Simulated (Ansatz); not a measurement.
# TlCrTe2 (P-3m1): how robust is the cRPA U?

What does U in TlCrTe2 (P-3m1) depend on besides the window?

Calculated with Ansatz 0.2.0; constrained RPA on LDA, plane waves, PAW.

## 1. Set-up

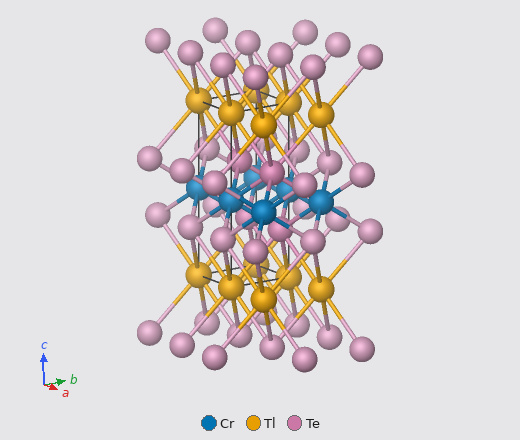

The starting structure, seen slightly off an axis (chromium blue, thallium orange, tellurium pink). 2×1×1 cells are drawn. Some periodic images of atoms are drawn too.

The cell and positions are those that the Materials Project relaxed with its own functionals (PBE, PBE+U or r2SCAN), kept fixed. Spin-orbit coupling is left out unless a step names it. The default PAW set here is soft_2. Its files were made with PBE.

## 2. Base: Cr t2g + anion p, bands v8 to c1, 6×6×2 mesh, medium accuracy

Constrained RPA screens the interaction with every transition except those inside the target bands, which a later many-body model would treat itself.

input.yaml reads:

```yaml
crystal:
  lattice:
    - [-2.90609076, 1.0e-08, 2.90609079]
    - [2.90609076, -2.90609079, -1.0e-08]
    - [4.58929001, 4.58928994, 4.58928994]
  atoms:
    - { symbol: Cr, position: [0.0, 0.0, 0.5] }
    - { symbol: Tl, position: [0.0, 0.0, 0.0] }
    - { symbol: Te, position: [0.66666667, 0.33333333, 0.68330262] }
    - { symbol: Te, position: [0.33333333, 0.66666667, 0.31669738] }
kpoints:
  mp_grid: { grid: [6, 6, 4] }
hamiltonian:
  xc: lda
scf:
  occupations: { method: gaussian, width: 0.08 }
  n_extra_bands: 19
  max_iter: 150
output:
  crpa:
    kmesh: [6, 6, 2]
    target_bands: [v8, c1]
    projections:
      - { species: Cr, l: d, shell: 3, orbitals: [dxz, dyz, dxy] }
      - { species: Te, l: p, shell: 5 }
  local_orbitals:
    kmesh: [12, 12, 4]
    orbitals:
      - { species: Cr, l: d, shell: 3, orbitals: [dxz, dyz, dxy] }
      - { species: Te, l: p, shell: 5 }
    window: { bands: [v8, c1] }
    seedname: lo
```

Command:

```bash
> ansatz run input.yaml --threads 4 --pin off --max-ram 9216MiB --backend cpu --events-out ev --progress --plain --runs-dir out
```

Numbers of over 12 decimals in the logs are rounded to 6 here.

The log of the run:

```text
scf.n_extra_bands = 19 over 30 filled bands (N_el = 59.0): the run solves 49 bands
Engine: ansatz 0.2.0, aarch64-unknown-linux-gnu
Pseudopotentials: kind: paw
Pseudopotential: Cr, paw, valence charge 14, recommended cutoff 420 eV (normal), Cr.paw.azcp
Pseudopotential: Tl, paw, valence charge 13, recommended cutoff 420 eV (normal), Tl.paw.azcp
Pseudopotential: Te, paw, valence charge 16, recommended cutoff 420 eV (normal), Te.paw.azcp
Functional definition: SPW92
  exchange = slater_x
  correlation = pw_c
Crystal: 4 atoms, lattice volume = 116.275 Å³
Basis set: ecut = 420 eV, 2259 PW (Γ)
Bands: 49, of which v1, the nominal top of the filled ones, is band 30 counted from 1 (29 counted from 0)
Symmetry: 12 space group operations
Space group: P-3m1 (ITA 164), of the structure as read, at distance tolerance 4.9e-5 Å
k-points: 24 of 144
Non-local potential: Cr, projectors of the file, l = 0: 3, l = 1: 2, l = 2: 3, l = 3: 1
Non-local potential: Tl, projectors of the file, l = 0: 2, l = 1: 2, l = 2: 2, l = 3: 1
Non-local potential: Te, projectors of the file, l = 0: 2, l = 1: 2, l = 2: 2, l = 3: 2
PAW form: soft (Blöchl's): semilocal exchange-correlation on the pseudo side does not see the compensation charge
PAW frozen core: Cr, regenerated for the run's functional, and the local potential with it (the file was generated under x = pbe(κ = 0.804, μ = 0.219515), c = pbe(β = 0.066725))
PAW frozen core: Tl, regenerated for the run's functional, and the local potential with it (the file was generated under x = pbe(κ = 0.804, μ = 0.219515), c = pbe(β = 0.066725))
PAW frozen core: Te, regenerated for the run's functional, and the local potential with it (the file was generated under x = pbe(κ = 0.804, μ = 0.219515), c = pbe(β = 0.066725))
PAW one-centre angular grid: Cr, 590 points (default); XC on 64 Gauss nodes
PAW one-centre angular grid: Tl, 590 points (default); XC on 64 Gauss nodes
PAW one-centre angular grid: Te, 590 points (default); XC on 64 Gauss nodes
Initial density: superposition of atomic densities (neutral atoms: chi_scale 0, normalization atom), corrected by the library's trained network
Initial wavefunctions: pseudopotential atomic-orbital guess
Functional: x = slater, c = lda
SCF iter   1: F=—  HF=-28123.120282 eV  |F-HF|=—  |Δ(HF+E_count)|=         —  Δρ=8.62e-3  dr2=1.54e-1  ethr=1.77e-3  ⟨swp⟩=6.3  Hψ=5099  notcnv=0  defer=189
preconditioner: auto → LDOS  [metal: Δε(μ)=0.030 eV  Ē_g=13.429 eV  σ=0.080 eV  W_gap=0.20  n_scr=36 (ndim 8)  ℏωp=19.2 eV  f_vac=0.028  D(μ)=10.71/eV (n_scr^D=136)  β→1.0]
SCF iter   2: F=—  HF=-28123.107220 eV  |F-HF|=—  |Δ(HF+E_count)|=   1.31e-2  Δρ=3.81e-3  dr2=1.02e-2  ethr=2.61e-4  ⟨swp⟩=2.9  Hψ=1824  notcnv=0  defer=266
[...]
cRPA screening: q 72/72 (q-point 44)
SCF converged after 8 iterations
Free energy (F): -28123.103112 eV
Harris-Foulkes:  -28123.103112 eV  (|F-HF|=5.13e-9)
Internal energy: -28123.068825 eV  (E = F + TS)
E sigma→0 (E₀):  -28123.085968 eV
Entropy (-TS):   -0.034287 eV (-8.572 meV/atom)
Fermi energy:    9.024102 eV
--- Per-component energies (eV) ---
  E_band       = -800.465455
  E_kinetic    = 1034.258679
  E_local      = -5874.312209  (includes V_loc(G=0)·N_el)
  E_nonlocal   = -201.930600
  E_hartree    = 3024.146246
  E_xc         = -611.713653
  E_vxc        = -525.896781  (∫ρ·V_xc dr)
  E_paw        = -20029.575638  (= ΣΔE_a)
  E_vpaw       = -1280.878823  (= ΣTr[D̂ρ^β])
  E_aug_tail   = -0.000016  (compensation charges beyond the density's cutoff)
  E_ewald      = -5465.522521
  E_core_change = 1.580886  (= ΣΔE_core)
  E_smearing   = -0.034287  (= −TS)
  E_closure    = -0.000000  (closes the sum)
  Σ components = -28123.103112   (vs F -28123.103112, Δ=0.00e0)
--- Band table (eV; the first three rows and the last of 24) ---
  k-point 0: bands = [... 26 lower, 8.6732, 8.6732, 8.7509, 8.7509, 9.2083, 11.0806, 11.0806, 12.5107, ... 15 higher]
  k-point 1: bands = [... 26 lower, 8.6675, 8.6675, 8.7972, 8.7972, 9.2463, 11.0391, 11.0391, 12.3643, ... 15 higher]
  k-point 2: bands = [... 26 lower, 8.6647, 8.8417, 8.8417, 9.1064, 9.7738, 10.9963, 10.9963, 11.8263, ... 15 higher]
  k-point 23: bands = [... 26 lower, 6.9180, 7.5496, 8.7416, 8.9816, 8.9816, 10.2120, 10.2120, 10.6730, ... 15 higher]
--- cRPA (band scheme, projected local orbitals): target bands 23..31 (1-based), 9 Wannier function(s), 6×6×2 mesh, 62 bands' worth read of 67 solved, ecut_chi 136.0 eV, v(q+G=0) probe_charge, pair densities all_electron ---
  bands read: the sum over 62 bands ends inside a degenerate multiplet in 1 slot, whose members it reads at an even weight; the widest, k=0: bands 62 to 63 (counted from 1) at 1/2 each
  χ-basis size per q: N_G = 400..428
  window electrons = 15.0000, filled by tetrahedron_uncorrected; constrained ε̄⁻¹(q = 0, 0) head = 0.069169; min gauge Gram eig = 0.3177
  Kanamori averages over each shell's own Wannier functions (sites counted from 0, functions from 1):
  Each shell's averages of U are screened by what lies outside the whole window alone: parameters of one model of all the shells.
    Site 0, 3D, 3 of 5 d orbitals (Wannier functions 1, 2, 3; wannier90's mr 2, 3, 5):
      screened: U = 1.7748 eV, U' = 0.9649 eV, J = 0.3964 eV
      screened, to within: U = 3.4e-3 eV, U' = 3.4e-3 eV, J = 8.1e-4 eV
      bare: V = 16.4551 eV, V' = 15.2831 eV, J = 0.5773 eV
    Site 2, 5P, 3 of 3 p orbitals (Wannier functions 4, 5, 6; wannier90's mr 1, 2, 3):
      screened: U = 1.5604 eV, U' = 0.9846 eV, J = 0.1968 eV
      screened, to within: U = 2.0e-3 eV, U' = 2.0e-3 eV, J = 4.6e-4 eV
      bare: V = 8.2711 eV, V' = 6.9375 eV, J = 0.3693 eV
    Site 3, 5P, 3 of 3 p orbitals (Wannier functions 7, 8, 9; wannier90's mr 1, 2, 3):
      screened: U = 1.5604 eV, U' = 0.9846 eV, J = 0.1968 eV
      screened, to within: U = 2.0e-3 eV, U' = 2.0e-3 eV, J = 4.6e-4 eV
      bare: V = 8.2711 eV, V' = 6.9375 eV, J = 0.3693 eV
  Hermiticity witness max|P − P†| over intra, direct and exchange elements: 8.88e-15 eV (screened), 6.91e-17 eV (bare)
  Reality witness max|Im| over intra, direct and exchange elements: 2.61e-9 eV (screened), 1.15e-12 eV (bare)
```

Elapsed: 24 min, on 4 threads of Arm Neoverse V1, shared host; peak memory 1 GiB; 1.5 h of CPU time.

The column dr2 measures how far the density is from self-consistency, as an energy; F and HF (Harris–Foulkes) agree once it is small.

This step gave:

```
U                                                 : 1.775 eV
U prime (inter-orbital)                           : 0.9649 eV
J                                                 : 0.3964 eV
bare V                                            : 16.46 eV
bare J                                            : 0.5773 eV
stated bound on U                                 : 0.003389 eV
U over bare V                                     : 0.1079
electrons in the window                           : 15.00
head of the constrained inverse dielectric matrix : 0.06917
least eigenvalue of the projection's overlap      : 0.3177
target functions                                  : 9
bands in the sums                                 : 62
r.m.s. miss of the model bands                    : 0.002660 eV
width of the target bands                         : 5.813 eV
weight of the projected orbitals in the window    : 0.8732
```

On the Cr t2g shell, screening brings the on-site interaction from 16.5 eV down to U = 1.77 eV.

## 3. Changed: 3×3×2 mesh

input.yaml, the sections that differ from step 2:

```yaml
output:
  crpa:
    kmesh: [3, 3, 2]
    target_bands: [v8, c1]
    projections:
      - { species: Cr, l: d, shell: 3, orbitals: [dxz, dyz, dxy] }
      - { species: Te, l: p, shell: 5 }
# crystal, kpoints, hamiltonian, scf: as in step 2
```

The log of the run:

```text
[...]
Crystal: 4 atoms, lattice volume = 116.275 Å³
Basis set: ecut = 420 eV, 2259 PW (Γ)
Bands: 49, of which v1, the nominal top of the filled ones, is band 30 counted from 1 (29 counted from 0)
Symmetry: 12 space group operations
[...]
k-points: 24 of 144
[...]
SCF iter   1: F=—  HF=-28123.120282 eV  |F-HF|=—  |Δ(HF+E_count)|=         —  Δρ=8.62e-3  dr2=1.54e-1  ethr=1.77e-3  ⟨swp⟩=6.3  Hψ=5099  notcnv=0  defer=189
[...]
SCF iter   8: F=-28123.103112 eV  HF=-28123.103112 eV  |F-HF|=5.13e-9  |Δ(HF+E_count)|=   2.93e-8  Δρ=6.28e-6  dr2=1.84e-8  ethr=1.69e-10  ⟨swp⟩=11.5  Hψ=6313  notcnv=0
SCF 1 converged in 8 iterations: F = -28123.103112 eV  dr2 = 1.84e-8
[...]
NSCF: frozen V_eff on 6 k-points
[...]
cRPA screening: q 1/18
cRPA screening: q 2/18
cRPA screening: q 3/18
cRPA screening: q 7/18 (q-point 4)
cRPA screening: q 11/18 (q-point 9)
[...]
k-point 2: bands = [... 26 lower, 8.6647, 8.8417, 8.8417, 9.1064, 9.7738, 10.9963, 10.9963, 11.8263, ... 15 higher]
  k-point 23: bands = [... 26 lower, 6.9180, 7.5496, 8.7416, 8.9816, 8.9816, 10.2120, 10.2120, 10.6730, ... 15 higher]
[...]
χ-basis size per q: N_G = 400..426
[...]
Site 0, 3D, 3 of 5 d orbitals (Wannier functions 1, 2, 3; wannier90's mr 2, 3, 5):
      screened: U = 1.8187 eV, U' = 1.0024 eV, J = 0.3979 eV
      screened, to within: U = 1.7e-3 eV, U' = 1.7e-3 eV, J = 6.0e-4 eV
      bare: V = 16.5230 eV, V' = 15.3496 eV, J = 0.5771 eV
    Site 2, 5P, 3 of 3 p orbitals (Wannier functions 4, 5, 6; wannier90's mr 1, 2, 3):
      screened: U = 1.5719 eV, U' = 0.9936 eV, J = 0.1969 eV
      screened, to within: U = 1.6e-3 eV, U' = 1.6e-3 eV, J = 3.6e-4 eV
      bare: V = 8.4014 eV, V' = 7.0625 eV, J = 0.3698 eV
    Site 3, 5P, 3 of 3 p orbitals (Wannier functions 7, 8, 9; wannier90's mr 1, 2, 3):
      screened: U = 1.5719 eV, U' = 0.9936 eV, J = 0.1969 eV
      screened, to within: U = 1.6e-3 eV, U' = 1.6e-3 eV, J = 3.6e-4 eV
      bare: V = 8.4014 eV, V' = 7.0625 eV, J = 0.3698 eV
[...]
[key lines of the parts left out:]
SCF converged after 8 iterations
Free energy (F): -28123.103112 eV
Fermi energy:    9.024102 eV
```

Run time: 2.2 min. Hardware: 4 threads; peak memory 0.84 GiB.

Numbers from this step:

```yaml
u: 1.819 eV
u_prime_inter_orbital: 1.002 eV
j: 0.3979 eV
bare_v: 16.52 eV
bare_j: 0.5771 eV
stated_bound_on_u: 0.001696 eV
u_over_bare_v: 0.1101
electrons_in_the_window: 15.00
head_of_the_constrained_inverse_dielectric_matrix: 0.07340
least_eigenvalue_of_the_projection_s_overlap: 0.3567
target_functions: 9
bands_in_the_sums: 62
width_of_the_target_bands: 5.813 eV
weight_of_the_projected_orbitals_in_the_window: 0.8732
```

On the Cr t2g shell, screening brings the on-site interaction from 16.5 eV down to U = 1.82 eV.

## 4. Changed: spin-orbit coupling, which the program doesn't serve

This step: constrained RPA on LDA with spin-orbit coupling, plane waves, PAW.

Changes to input.yaml since step 3:

```diff
@@ -18,5 +18,8 @@
   max_iter: 150
+magnetization:
+  noncollinear: true
+  spin_orbit: true
 output:
   crpa:
-    kmesh: [3, 3, 2]
+    kmesh: [6, 6, 2]
     target_bands: [v8, c1]
```

The log of the run:

```text
Error: output.crpa with magnetization.noncollinear: true — the cRPA pipeline runs scalar-band solve channels only (unpolarised or collinear) — spinor oscillator elements are not implemented; use a collinear or unpolarised deck, or drop the output.crpa: request
```

It took 0.03 s on 4 threads; peak memory 0.033 GiB.

The input was rejected at the start.

The program's message: “Error: output.crpa with magnetization.noncollinear: true — the cRPA pipeline runs scalar-band solve channels only (unpolarised or collinear) — spinor oscillator elements are not implemented; use a col …”

The fault put into this input: spin-orbit coupling, which the program doesn't serve.

## 5. Side by side

Times are wall times on 4 threads of Arm Neoverse V1, shared host, good to a factor of about two.

```
          run  bare V (eV)  U (eV)  J (eV)  bound on U (eV)  width (eV)     time
target window        16.46   1.775   0.396           0.0034        5.81   24 min
   3×3×2 mesh        16.52   1.819   0.398           0.0017        5.81  2.2 min
```

## 6. Results

```
target window : U 1.77 eV, J 0.40 eV
3×3×2 mesh    : U 1.82 eV, J 0.40 eV
```

In words: 3×3×2 mesh moves U by +0.04 eV at 0.094 times the time. The printed bound covers the solver alone, not the mesh, and no denser mesh than the base was run. The parent state is non-magnetic and the interaction static (zero frequency); U depends on the window and the orbitals, so it belongs to this model alone. Spin-orbit coupling, which is strong for atoms this heavy, is left out. A window that holds the anion p bands defines a model with explicit ligands; its U belongs to that model and is not the U of DFT+U.

[Paths, hosts, dates, memory and timing lines, banners, echoed tables and standing remarks are left out of the program output.]

[Logs are printed without paths, hosts, clocks, repeated set-up lines and the standing remarks that a program may print on its own settings, such as how far it seeks lower states.]

[Runs of the session that timed out or met a known fault of the program may be left out.]

[Hosts, paths, dates, database ids (printed as entryN), source tags and the programs' standing remarks are cut or masked in the printed files.]
